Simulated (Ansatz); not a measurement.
# BCl₂F···H₄OSi: what the fields show

| atom | x (Å) | y (Å) | z (Å) |
| --- | --- | --- | --- |
| B | -1.1684 | 0.2245 | -1.8782 |
| F | -0.3225 | 1.2768 | -2.1171 |
| Cl | -0.5304 | -1.3971 | -2.0579 |
| Cl | -2.8480 | 0.5512 | -1.5387 |
| H | 0.6322 | 1.1384 | -0.1579 |
| O | 0.1039 | 0.7411 | 0.5558 |
| Si | 0.8745 | -0.3808 | 1.5606 |
| H | -0.1981 | -0.9548 | 2.4322 |
| H | 1.5399 | -1.4870 | 0.7794 |
| H | 1.9170 | 0.2878 | 2.4216 |

Not at a stationary point (largest force 1.3 eV/Å).

Method: RKS PBE-D4/def2-SVP (Ansatz).

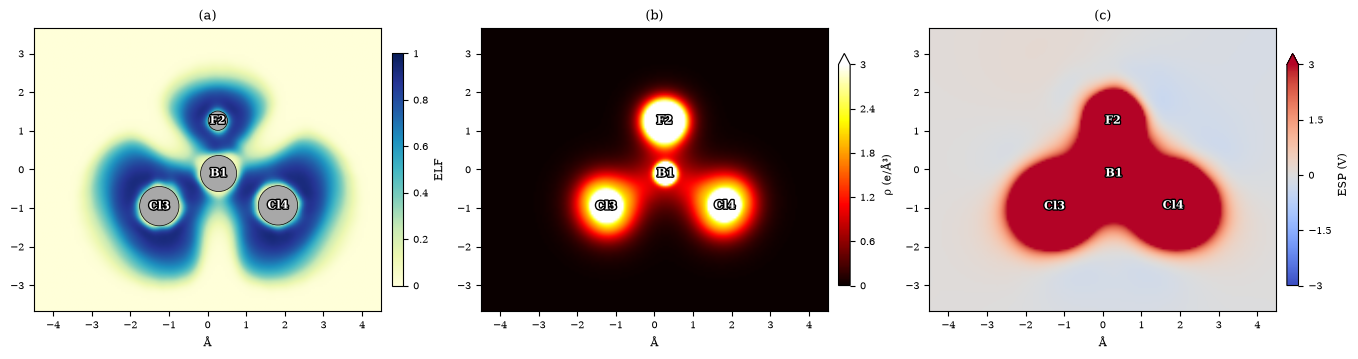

Figure 1. (a) electron localisation function; (b) electron density; (c) molecular electrostatic potential on the plane of atoms Cl3, B1 and Cl4. Grey discs cover the atomic cores in the ELF map.

### Interpret the plot.

- The plane passes through B, F and Cl nuclei.
- B–F (1.37 Å): the density is about 1.9 e/Å³ at the midpoint; the ELF peaks at about 0.85 between the atoms: a shared but strongly polarised pair.
- B–Cl (1.74 Å): ρ is about 1.4 e/Å³ halfway; the ELF peaks at about 0.90 between the atoms (a polar covalent bond).
- The ELF also peaks beside Cl3, Cl4 and F2, away from the bonds: lone-pair regions.
- Outside the dense part of the complex the potential is most negative (−0.4 V) near F2.

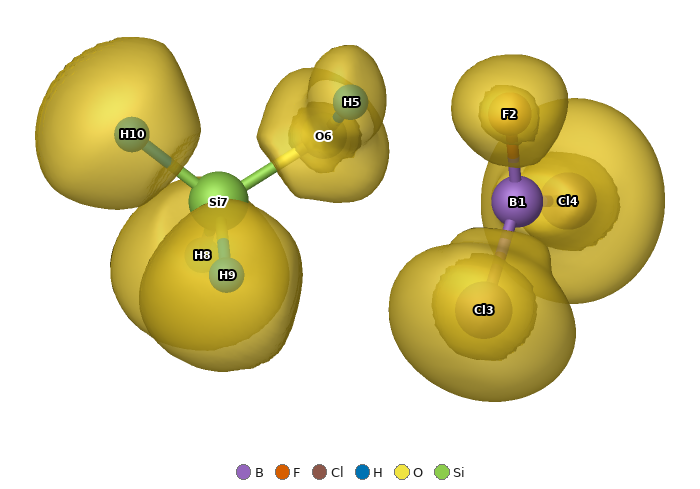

Figure 2. Isosurface of the ELF at 0.75 (yellow), seen across its widest extent. Only the valence region is drawn (cores and ρ < 0.01 e/Å³ removed).

### Identify the bonds, lone pairs and shells in this picture.

The surface consists of three regions around hydrogen nuclei, two regions on Cl in which the atom's valence shell and bonds are merged, one region on F in which the atom's valence shell and bonds are merged and one joined region spread over several atoms (H, O), in which their bonds and any lone pairs are merged. Profiles from the grid: B1···O6 (2.79 Å): the ELF dips to about 0.05 between them.

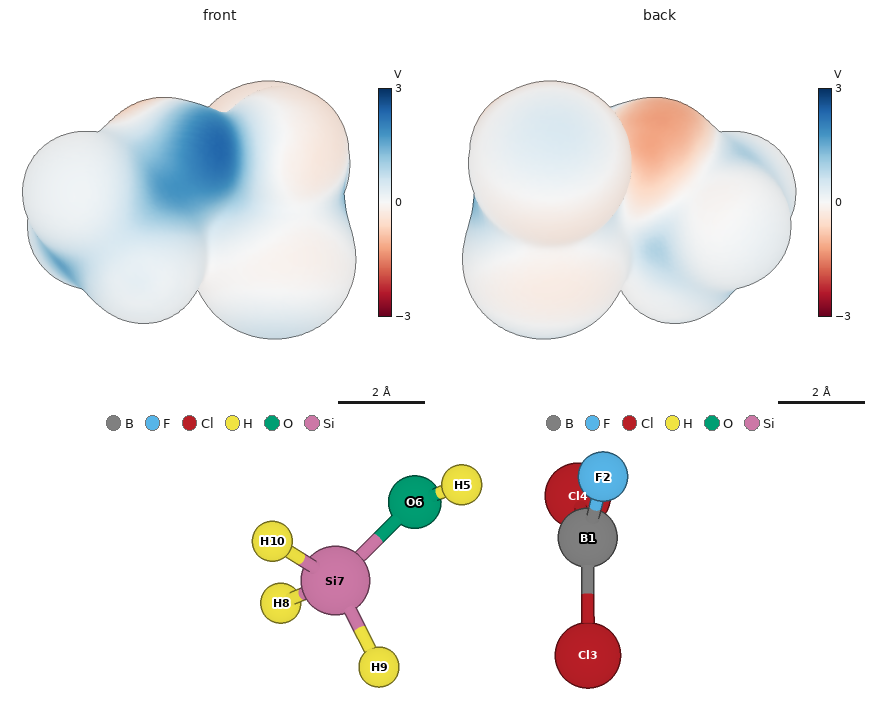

Figure 3. The electrostatic potential painted on the density surface at 0.002 e/bohr³, seen from the front and from behind; the colour scale runs from red (negative) to blue (positive). The bare structure is drawn below in the same view.

### Which sites attract a positive test charge, and which a negative one?

A positive charge is drawn to the negative regions and a negative charge to the positive ones. The most negative region (about −1.2 V) lies over O6, the most positive (about +2.2 V) over H5. Cl3 shows a σ-hole: about +0.5 V at the tip opposite its bond, against about 0.0 V on its flanks. Cl4 shows a σ-hole: about +0.4 V at the tip opposite its bond, against about −0.2 V on its flanks. O6 is the likeliest acceptor of a hydrogen bond.
